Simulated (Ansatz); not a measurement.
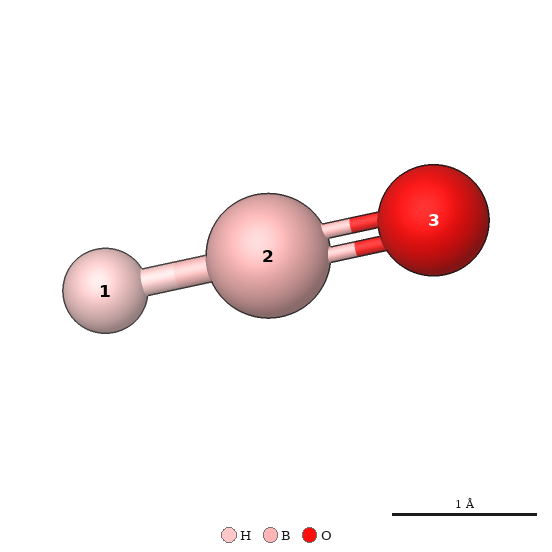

The picture comes from a calculation with Ansatz.

Orthographic view. Depth is shown by fading: the farther an atom, the more it takes the colour of the background. Geometry: a fixed input geometry, not necessarily a minimum.

Write a MOL file (V2000) with the atoms in numerical order, bonds sorted by atom number with the orders drawn, and coordinates in the frame of the picture: x right, y up, z towards the viewer, origin at the mean position.

```
BHO
                    3D

  3  2  0  0  0  0  0  0  0  0999 V2000
   -1.1400   -0.2400   -0.2400 H   0  0  0  0  0  0  0  0  0  0  0  0
   -0.0000   -0.0000   -0.0000 B   0  0  0  0  0  0  0  0  0  0  0  0
    1.1400    0.2500    0.2400 O   0  0  0  0  0  0  0  0  0  0  0  0
  1  2  1  0
  2  3  2  0
M  END
```
